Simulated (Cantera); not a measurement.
Input: 1 mol Si2Cl6, a varied amount of H2, equilibrated at 1200 K and 0.700 bar.

Equilibrium computed with Cantera from the NASA thermochemical tables; the gas is ideal and each condensed phase is pure. Candidate condensed phases: Si; 19 gas species. The feed counts by its element totals alone. The tables' values for SiCl3 are old estimates; treat these amounts as uncertain. Kinetics and transport are ignored.

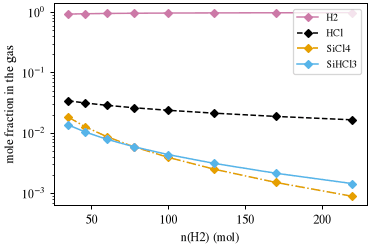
Figure. Equilibrium gas composition (values under 1e-9 drawn at 1e-9)

From 35 mol H2 to 220 mol H2 the condensed part is Si(s). The main Si-bearing gas is SiCl4 at 35 mol H2 and SiHCl3 at 220 mol H2. The share of Si in condensed phases is highest at 220 mol H2 (60.4 %) and lowest at 35 mol H2 (29.3 %).
